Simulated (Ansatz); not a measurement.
**Molecular dynamics of graphene zigzag nanoribbon, H-capped, B on C sites (72 atoms)**

Wanted: a short trajectory of graphene zigzag nanoribbon, H-capped, B on C sites (72 atoms) with its pair distributions.

Program: Ansatz 0.2.0. Level of theory: Kohn-Sham DFT, PBE+D3(BJ), PAW (set soft_2), plane waves. Results are calculated unless marked as measured.

### Step 1. The structure

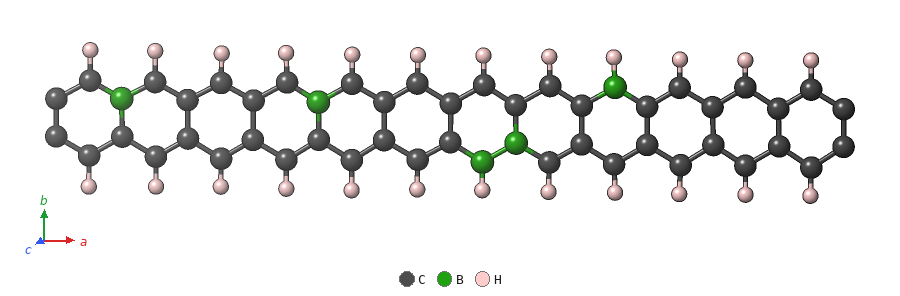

The starting structure, seen from the side, with the a axis across the page (carbon dark grey, boron green, hydrogen pink). Some periodic images of atoms are drawn too.

The cell holds 72 atoms: 43 C, 5 B and 24 H. Cell: a = 29.520 Å, b = 15.021 Å, c = 10.000 Å, α = 90.0°, β = 90.0°, γ = 90.0°. It derives from C (graphene) and B. Graphene (a = 2.46 Å), rectangular cell with x along the zigzag direction; strip nominally 6 Å wide, 12 periods, edges capped with H, 10 Å of vacuum, 5 of 48 C replaced by B at random; not relaxed, displaced by a Gaussian of 0.02 Å. Regions: sheet, 48 atoms (43 C and 5 B); hydrogen, 24 atoms (24 H). Vacuum lies along b and c. The structure repeats along a.

Before any run, some limits are plain. The main run has no spin polarisation, so any moments at edges, vacancies or dangling bonds can't form in it. The electron count is odd and the run has no spin polarisation, so levels at the top are partly filled by construction. Sampling is at Γ alone, for a cell whose periodic width is 30 Å.

### Step 2. Dynamics at 600 K

Without a thermostat the total energy must stay constant, which tests forces and time step. The time step is 0.5 fs, short enough for the stretching of bonds to hydrogen.

input.yaml reads:

```yaml
crystal:
  lattice:
    - [29.52, 0.0, 0.0]
    - [0.0, 15.02056, 0.0]
    - [0.0, 0.0, 10.0]
  atoms:
    - { symbol: C, position: [0.99949, 0.45412, 0.50244] }
    - { symbol: C, position: [0.04102, 0.40749, 0.49822] }
    - { symbol: C, position: [0.04234, 0.59307, 0.49811] }
    - { symbol: C, position: [0.99974, 0.54743, 0.50248] }
    [... 62 atom lines left out ...]
    - { symbol: H, position: [0.79063, 0.3315, 0.49994] }
    - { symbol: H, position: [0.79157, 0.66463, 0.49992] }
    - { symbol: H, position: [0.87491, 0.33221, 0.50095] }
    - { symbol: H, position: [0.87485, 0.665, 0.50369] }
    - { symbol: H, position: [0.95734, 0.33164, 0.50211] }
    - { symbol: H, position: [0.95819, 0.66685, 0.49996] }
kpoints:
  mp_grid: { grid: [1, 1, 1] }
hamiltonian:
  xc: pbe
  dispersion: d3bj
scf:
  occupations: { method: gaussian, width: 0.025 }
output:
  forces: true
md:
  timestep: 0.5
  n_steps: 73
  ensemble: nve
  temperature: 600
  initial_velocities: maxwell_boltzmann
  seed: 3448
```

The run is started by

```sh
ansatz run input.yaml --threads 4 --pin off --max-ram 8192MiB --backend cpu --events-out ev --progress --plain --runs-dir out
```

The job ended after 20 min (4 threads of Arm Neoverse V2, shared host; peak memory 3.3 GiB).

The program notes that it switched symmetry off.

The trajectory, sampled:

| time (fs) | T (K) | potential (meV/atom) | conserved (meV/atom) |
| --- | --- | --- | --- |
| 0.0 | 600 | 0.0 | 0.00 |
| 2.5 | 636 | -4.7 | -0.08 |
| 5.0 | 731 | -16.7 | -0.10 |
| 7.5 | 732 | -16.8 | -0.04 |
| 9.5 | 744 | -18.5 | -0.10 |
| 12.0 | 698 | -12.6 | -0.11 |
| 14.5 | 584 | 2.1 | 0.01 |
| 17.0 | 584 | 1.9 | -0.11 |
| 19.5 | 534 | 8.4 | -0.01 |
| 22.0 | 578 | 2.7 | -0.06 |
| 24.5 | 625 | -3.3 | -0.07 |
| 27.0 | 628 | -3.7 | -0.09 |
| 29.0 | 595 | 0.6 | -0.02 |
| 31.5 | 644 | -5.7 | -0.09 |
| 34.0 | 671 | -9.1 | -0.06 |
| 36.5 | 704 | -13.3 | -0.03 |

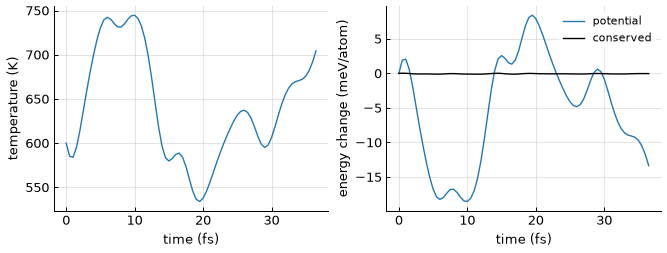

Temperature and energies against time.

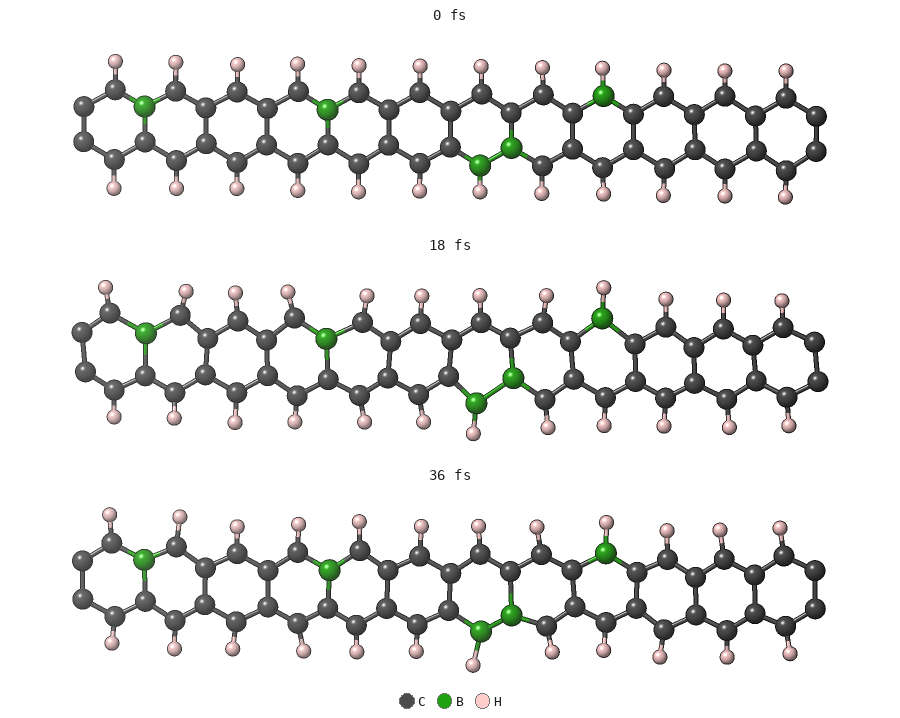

3 frames of the run.

Mean square displacement from the first frame to the last: C 0.035 Å², B 0.087 Å², H 0.12 Å².

Table of mean square displacement by time lag:

| time lag (fs) | B (Å²) | C (Å²) | H (Å²) |
| --- | --- | --- | --- |
| 0.50 | 7.5e-5 | 3.6e-5 | 2.9e-4 |
| 2.00 | 0.00122 | 5.6e-4 | 0.00448 |
| 3.50 | 0.00372 | 0.00166 | 0.0125 |
| 5.00 | 0.00747 | 0.00320 | 0.0221 |
| 5.50 | 0.00898 | 0.00379 | 0.0254 |
| 7.00 | 0.0141 | 0.00569 | 0.0348 |
| 8.50 | 0.0200 | 0.00773 | 0.0437 |
| 10.00 | 0.0264 | 0.00981 | 0.0527 |
| 11.50 | 0.0330 | 0.0118 | 0.0628 |
| 13.00 | 0.0394 | 0.0137 | 0.0743 |
| 14.00 | 0.0435 | 0.0149 | 0.0822 |
| 15.50 | 0.0491 | 0.0164 | 0.0937 |
| 17.00 | 0.0541 | 0.0177 | 0.103 |
| 18.50 | 0.0585 | 0.0188 | 0.110 |

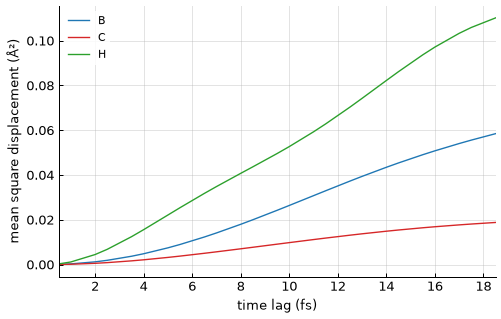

Mean square displacement against time lag.

The drift taken off is the plain mean over atoms, not the centre of mass, so with hydrogen in the cell the heavy atoms' values at short lags are too large.

Over the second half of 36 fs the temperature averages 618 K, rising from about 554 to 677 K (means over the first and last quarter of that half). The conserved energy stays within 0.12 meV/atom. From first frame to last H has the largest mean square displacement, 0.12 Å² at the end; the farthest move is 0.82 Å. The run spans 0.04 ps, too short for its means to be equilibrium values.

### Step 3. Structure statistics late in the run

The g(r) is a mean over the second half.

Mean of 14 frames; normalised to the volume that the atoms fill. g(r), total and by pair (bins of 0.2 Å):

| r (Å) | total | C-C | C-H | C-B | H-H | H-B | B-B |
| --- | --- | --- | --- | --- | --- | --- | --- |
| 1.00 | 0.97 | 0.00 | 2.42 | 0.00 | 0.00 | 0.27 | 0.00 |
| 1.20 | 0.99 | 0.03 | 2.27 | 0.00 | 0.00 | 1.72 | 0.00 |
| 1.40 | 2.54 | 6.46 | 0.00 | 2.36 | 0.00 | 0.82 | 0.00 |
| 1.60 | 0.40 | 0.41 | 0.00 | 2.85 | 0.00 | 0.00 | 3.57 |
| 1.80 | 0.06 | 0.00 | 0.00 | 0.47 | 0.04 | 0.00 | 3.81 |
| 2.00 | 0.24 | 0.00 | 0.52 | 0.00 | 0.33 | 0.00 | 0.00 |
| 2.20 | 0.81 | 0.03 | 1.62 | 0.00 | 0.94 | 1.14 | 0.00 |
| 2.40 | 1.29 | 2.43 | 0.33 | 1.01 | 1.44 | 1.13 | 0.00 |
| 2.60 | 0.91 | 0.97 | 0.84 | 1.83 | 0.47 | 0.51 | 0.00 |
| 2.80 | 0.54 | 0.67 | 0.39 | 1.12 | 0.31 | 0.43 | 0.00 |
| 3.00 | 0.24 | 0.38 | 0.10 | 0.69 | 0.04 | 0.13 | 0.00 |
| 3.20 | 0.06 | 0.04 | 0.04 | 0.10 | 0.06 | 0.20 | 0.00 |
| 3.40 | 0.21 | 0.01 | 0.47 | 0.05 | 0.08 | 0.07 | 0.00 |
| 3.60 | 0.27 | 0.32 | 0.32 | 0.09 | 0.02 | 0.34 | 0.00 |
| 3.80 | 0.44 | 0.71 | 0.23 | 0.85 | 0.00 | 0.61 | 0.00 |
| 4.00 | 0.28 | 0.15 | 0.47 | 0.14 | 0.02 | 0.45 | 0.00 |
| 4.20 | 0.26 | 0.28 | 0.28 | 0.27 | 0.00 | 0.47 | 0.00 |
| 4.40 | 0.19 | 0.30 | 0.11 | 0.27 | 0.10 | 0.12 | 0.86 |
| 4.60 | 0.19 | 0.03 | 0.36 | 0.09 | 0.18 | 0.10 | 0.22 |
| 4.80 | 0.28 | 0.22 | 0.37 | 0.14 | 0.15 | 0.41 | 0.00 |
| 5.00 | 0.34 | 0.25 | 0.40 | 0.34 | 0.42 | 0.43 | 0.00 |
| 5.20 | 0.20 | 0.16 | 0.18 | 0.28 | 0.29 | 0.27 | 0.00 |
| 5.40 | 0.05 | 0.01 | 0.05 | 0.01 | 0.19 | 0.02 | 0.00 |
| 5.60 | 0.08 | 0.07 | 0.02 | 0.02 | 0.41 | 0.00 | 0.00 |
| 5.80 | 0.05 | 0.10 | 0.01 | 0.04 | 0.10 | 0.02 | 0.00 |
| 6.00 | 0.06 | 0.06 | 0.04 | 0.06 | 0.10 | 0.06 | 0.30 |
| 6.20 | 0.15 | 0.18 | 0.15 | 0.24 | 0.03 | 0.10 | 0.28 |
| 6.40 | 0.15 | 0.15 | 0.21 | 0.04 | 0.00 | 0.22 | 0.00 |

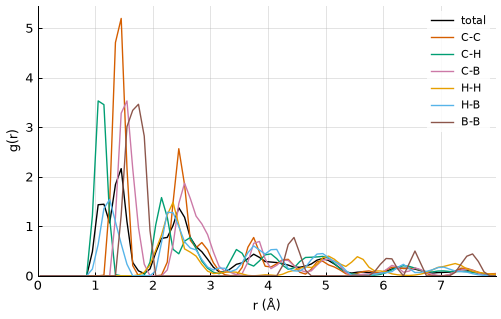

Pair distribution functions, lightly smoothed.

### Step 4. Single point at the last frame

The last frame is solved again with fuller output, to read the electronic structure of a thermally displaced geometry.

input.yaml reads:

```yaml
crystal:
  lattice:
    - [29.52, 0.0, 0.0]
    - [0.0, 15.02056, 0.0]
    - [0.0, 0.0, 10.0]
  atoms:
    - { symbol: C, position: [0.99855, 0.46135, 0.50841] }
    - { symbol: C, position: [0.04232, 0.41607, 0.50616] }
    - { symbol: C, position: [0.03725, 0.61038, 0.49242] }
    - { symbol: C, position: [0.99811, 0.56287, 0.50771] }
    [... 62 atom lines left out ...]
    - { symbol: H, position: [0.78668, 0.32774, 0.51384] }
    - { symbol: H, position: [0.79387, 0.66133, 0.46414] }
    - { symbol: H, position: [0.87746, 0.32872, 0.49327] }
    - { symbol: H, position: [0.86743, 0.66625, 0.48955] }
    - { symbol: H, position: [0.9663, 0.34338, 0.54868] }
    - { symbol: H, position: [0.95033, 0.67471, 0.50571] }
kpoints:
  mp_grid: { grid: [1, 1, 1] }
hamiltonian:
  xc: pbe
  dispersion: d3bj
scf:
  occupations: { method: gaussian, width: 0.025 }
output:
  forces: true
  populations: true
  dos:
    method: { smearing: { sigma: 0.08 } }
    de: 0.1
    projected:
      site_lists:
        B: [B]
        C: [C]
        H: [H]
        sheet: [0, 1, 2, 3, 4, 5, 6, 7, 8, 9, 10, 11, 12, 13, 14, 15, 16, 17, 18, 19, 20, 21, 22, 23, 24, 25, 26, 27, 28, 29, 30, 31, 32, 33, 34, 35, 36, 37, 38, 39, 40, 41, 42, 43, 44, 45, 46, 47]
        hydrogen: [48, 49, 50, 51, 52, 53, 54, 55, 56, 57, 58, 59, 60, 61, 62, 63, 64, 65, 66, 67, 68, 69, 70, 71]
  eigenvalues: true
  write_density: true
  write_potential: true
  volumetric_format: npy
  elf: true
```

Run time: 51 s. Hardware: 4 threads; peak memory 3.1 GiB.

The program notes that the exchange-correlation potential is rough where the density is thin.

Numbers from this run:

- free energy: -11941.8759 eV
- free energy per atom: -165.8594 eV/atom
- SCF cycles: 29
- r.m.s. force component: 1.375 eV/Å
- longest force: 5.082 eV/Å
- Fermi energy: -3.312 eV
- levels partly filled by over 2 per cent: 2
- spilling of the projection: 0.01291

Length of the force by element:

| element | coordination | atoms | mean length of the force (eV/Å) | spread | least | most |
| --- | --- | --- | --- | --- | --- | --- |
| B | all | 5 | 3.74 | 1.18 | 1.55 | 4.75 |
| C | all | 43 | 2.36 | 1.04 | 0.526 | 5.08 |
| H | all | 24 | 1.25 | 0.608 | 0.326 | 2.44 |

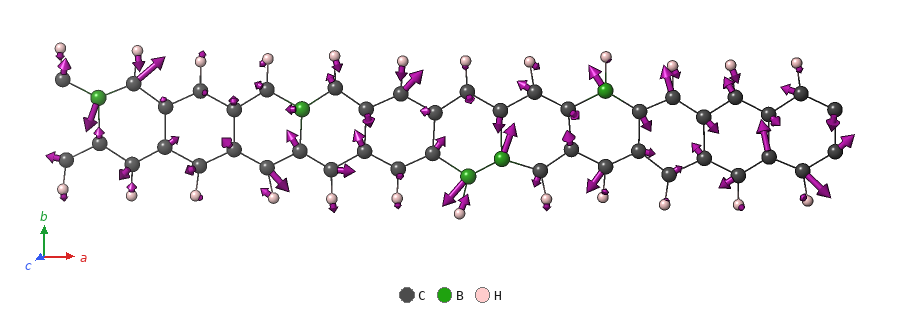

Forces as arrows; the longest in the cell is 5.08 eV/Å.

Löwdin charges by element (they lack the spilled electrons, 0.038 e an atom on average):

| element | coordination | atoms | mean charge (e) | spread | least | most |
| --- | --- | --- | --- | --- | --- | --- |
| B | all | 5 | 0.0552 | 0.0353 | 0.0025 | 0.0915 |
| C | all | 43 | -0.0378 | 0.0797 | -0.194 | 0.0876 |
| H | all | 24 | 0.170 | 0.0529 | -0.0206 | 0.212 |

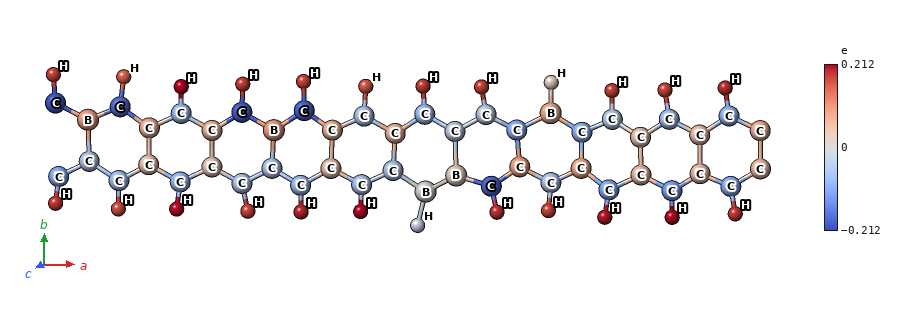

Atoms coloured by Löwdin charge.

By region:

| region | atoms | mean length of the force (eV/Å) |
| --- | --- | --- |
| sheet | 48 | 2.5 |
| hydrogen | 24 | 1.25 |

Density of states as counts of states in windows of 1 eV (from the Fermi level), total and the larger projections:

| from (eV) | to (eV) | total | sheet | C p | H s | hydrogen | B p | C s |
| --- | --- | --- | --- | --- | --- | --- | --- | --- |
| -10 | -9 | 9.1 | 8.1 | 5.5 | 0.8 | 0.8 | 0.3 | 2.0 |
| -9 | -8 | 11.0 | 9.8 | 7.7 | 1.1 | 1.1 | 0.3 | 1.4 |
| -8 | -7 | 11.8 | 10.0 | 8.1 | 1.6 | 1.6 | 0.3 | 1.2 |
| -7 | -6 | 20.8 | 17.3 | 15.1 | 3.1 | 3.1 | 0.4 | 1.3 |
| -6 | -5 | 25.2 | 21.6 | 20.0 | 3.1 | 3.1 | 0.5 | 0.6 |
| -5 | -4 | 18.2 | 16.2 | 14.8 | 1.8 | 1.8 | 0.8 | 0.3 |
| -4 | -3 | 19.2 | 17.5 | 15.7 | 1.6 | 1.6 | 1.4 | 0.2 |
| -3 | -2 | 18.6 | 16.4 | 12.4 | 2.1 | 2.1 | 3.5 | 0.4 |
| -2 | -1 | 7.9 | 7.3 | 5.9 | 0.5 | 0.5 | 1.3 | 0.1 |
| -1 | 0 | 4.8 | 4.7 | 3.8 | 0.1 | 0.1 | 0.8 | 0.0 |
| 0 | 1 | 6.3 | 6.3 | 5.6 | 0.0 | 0.0 | 0.7 | 0.0 |
| 1 | 2 | 5.1 | 5.0 | 4.3 | 0.0 | 0.0 | 0.7 | 0.0 |
| 2 | 3 | 6.0 | 5.8 | 5.1 | 0.0 | 0.0 | 0.6 | 0.0 |
| 3 | 4 | 17.2 | 9.1 | 8.3 | 1.3 | 1.3 | 0.5 | 0.3 |
| 4 | 5 | 29.5 | 8.7 | 6.3 | 2.8 | 2.8 | 1.6 | 0.8 |

The curve was stored every 0.10 eV, coarse against its broadening of 0.08 eV, so these counts are rough.

Between -19 and -10 eV lie 64 more states.

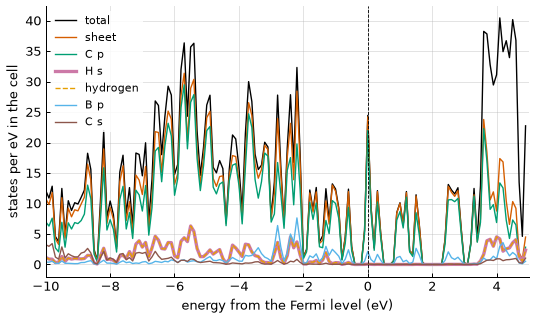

Total and projected density of states, with the broadening of the input.

The levels nearest the highest filled one (over half full), pooled over k-points and spins:

| level less the highest filled one (eV) | occupation |
| --- | --- |
| -1.18 | 2 |
| -0.993 | 2 |
| -0.701 | 2 |
| -0.498 | 2 |
| -0.342 | 2 |
| 0 | 2 |
| 0.612 | 0.735 |
| 0.626 | 0.265 |
| 0.924 | 0 |
| 1.56 | 0 |
| 1.79 | 0 |
| 2.14 | 0 |

Mean Löwdin charges: B +0.06, C -0.04, H +0.17 e (they miss 1.3 % of the electrons, so they add up to more than the cell's charge). Charges this small depend on the projection, at times even in sign. Within 0.4 eV of the Fermi level the largest share is C p (89 % of the projected weight).

### Step 5. Outcome

```yaml
mean_temperature_second_half: 618.3 K
temperature_swing_second_half: 46.01 K
slope_of_the_conserved_energy_against_time_by_least_squares: 0.1873 meV/atom/ps
free_energy_per_atom: -165.8594 eV/atom
r_m_s_force_component: 1.375 eV/Å
wall_time_of_the_2_dft_runs: 21 min
```

In words: Over the second half of 36 fs the temperature averages 618 K, rising from about 554 to 677 K (means over the first and last quarter of that half). The conserved energy stays within 0.12 meV/atom. The run spans 0.04 ps, too short for its means to be equilibrium values. No gap is quoted: the electron count is odd and spin is off, so a level is left part filled.

[Logs are printed without paths, hosts, clocks, repeated set-up lines and the standing remarks that a program may print on its own settings, such as how far it seeks lower states.]

[Hosts, paths, dates, database ids (printed as entryN), source tags and the programs' standing remarks are cut or masked in the printed files.]
